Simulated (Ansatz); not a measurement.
## Single-point calculation of C$_{2}$H$_{3}$F$_{2}$NSi

The run: single-point calculation of C$_{2}$H$_{3}$F$_{2}$NSi, SMILES C=C=N[SiH](F)F. Method and program: RKS PBE-D4/def2-TZVPP (Ansatz 0.2.0).

The geometry comes from this level: PBE0-D4/def2-TZVP. Figures and captions count atoms from 1; the log counts them from 0 in places.

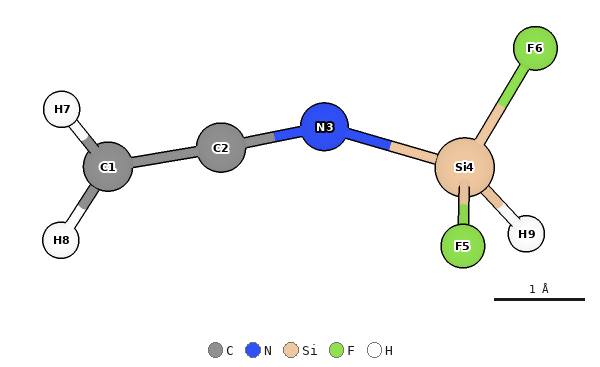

The structure as given in the input (ball-and-stick view, seen at a tilt; atoms are numbered from 1 in the order of the input).

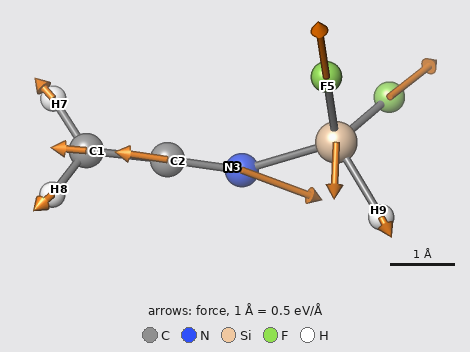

Forces on the atoms as orange arrows (ball-and-stick view, seen at a tilt; atoms are numbered from 1 in the order of the input). The largest act on N3 (0.75 eV/Å); F5, F6 (0.70 eV/Å); Si4 (0.46 eV/Å); C2 (0.44 eV/Å), among others. The geometry is not a stationary point of this energy.

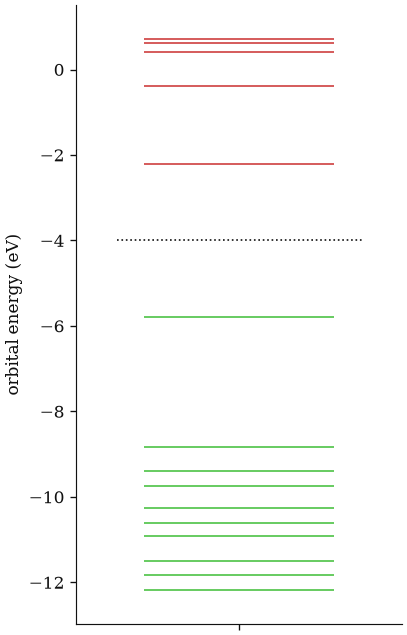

Orbital energies near the frontier; the dotted line parts filled from empty levels, and levels within 0.02 eV of each other stand side by side. Highest filled −5.79 eV, lowest empty −2.20 eV, 3.59 eV apart.

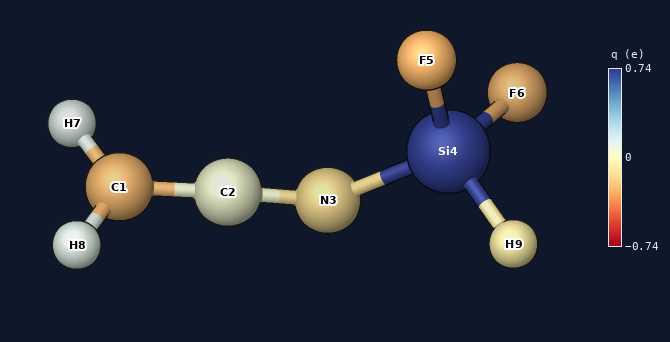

Mulliken charges, as the colour of each atom (ball-and-stick view, seen at a tilt; atoms are numbered from 1 in the order of the input). By element: C −0.25 to +0.04, N −0.14, Si +0.71, F −0.26 to −0.25 and H −0.07 to +0.12 e.

The input that produced these results follows, with the program's output.

Input file
```yaml
crystal:
  periodic: [false, false, false]
  atoms:
    - {symbol: C, position_ang: [-1.305068, -1.193132, 1.331949]}
    - {symbol: C, position_ang: [-0.581011, -0.746121, 0.342794]}
    - {symbol: N, position_ang: [0.076033, -0.380603, -0.604201]}
    - {symbol: Si, position_ang: [1.079345, 0.928168, -1.029761]}
    - {symbol: F, position_ang: [1.066094, 2.080892, 0.054589]}
    - {symbol: F, position_ang: [0.506522, 1.542992, -2.365823]}
    - {symbol: H, position_ang: [-2.352644, -0.933487, 1.394762]}
    - {symbol: H, position_ang: [-0.856150, -1.814178, 2.094504]}
    - {symbol: H, position_ang: [2.455379, 0.469171, -1.235913]}
basis:
  gaussian: {orbitals: def2-TZVPP}
hamiltonian: {xc: pbe, dispersion: d4}
output: {forces: true, orbitals: {seedname: orbitals}}
```

Launched with:
```bash
ansatz run in.yaml --threads 4 --pin off --events-out ev --progress --plain --max-ram 10444MiB
```

Output
```
Functional definition: PBE
  name "PBE"
  cite "Perdew, Burke & Ernzerhof, Phys. Rev. Lett. 77, 3865 (1996) doi:10.1103/PhysRevLett.77.3865"
  parent pbe
  parameter kappa = 0.804
  parameter beta = 0.06672455060314922
  exchange = pbe_x(kappa = kappa, mu = beta*pi^2/3)
  correlation = pbe_c(beta = beta)
1292 factors; their error is unknown
mean field evaluation 1: about -16905.6744 eV, gradient 8.1e1 eV
mean field evaluation 2: about -16886.6483 eV, gradient 1.2e2 eV
mean field evaluation 4: about -16917.5642 eV, gradient 1.0e1 eV
mean field evaluation 8: about -16917.8032 eV, gradient 2.4e-1 eV
mean field evaluation 16: about -16917.7773 eV, gradient 9.1e-4 eV
mean field -16917.77725680 eV, -621.7168469060 hartree, gradient 1.5e-5 eV, S^2 0.000000; 0 other end points of the search recorded, 0 dependent functions left out
the calculation of the forces begins
reference -16917.77729772 eV, -621.7168484097 hartree; 27, 27 occupied and 212, 212 virtual orbitals, 1292 factors
Total energy: -16917.96525478 eV, -621.7237557045 hartree
Atom 0 at    -1.305068    -1.193132     1.331949 Å, force    -0.165014    -0.110642     0.213579 eV/Å
Atom 1 at    -0.581011    -0.746121     0.342794 Å, force    -0.235852    -0.128596     0.343893 eV/Å
Atom 2 at     0.076033    -0.380603    -0.604201 Å, force     0.335819     0.017789    -0.668172 eV/Å
Atom 3 at     1.079345     0.928168    -1.029761 Å, force     0.292443    -0.358608     0.021632 eV/Å
Atom 4 at     1.066094     2.080892     0.054589 Å, force     0.012445     0.502161     0.486612 eV/Å
Atom 5 at     0.506522     1.542992    -2.365823 Å, force    -0.244735     0.254862    -0.606680 eV/Å
Atom 6 at    -2.352644    -0.933487     1.394762 Å, force    -0.232797     0.035514     0.049278 eV/Å
Atom 7 at    -0.856150    -1.814178     2.094504 Å, force     0.062096    -0.138674     0.186841 eV/Å
Atom 8 at     2.455379     0.469171    -1.235913 Å, force     0.175596    -0.073806    -0.026982 eV/Å
Dipole moment:     0.039233    -0.212303     0.198640 e Å
```

Key numbers

- outcome: converged
- total energy: −16917.9653 eV
- mean-field energy: −16917.7773 eV
- dispersion energy: −0.1880 eV
- SCF solution under orbital rotations: stable
- HOMO: −5.79 eV
- LUMO: −2.20 eV
- largest force (length of the vector): 0.748 eV/Å
- dipole moment: 1.41 D
- hardware: 4 threads of Arm Neoverse V1, 23 GiB of memory available, shared host
- wall time: 2.4 s (CPU time 8.4 s)
- peak memory: 0.29 GiB
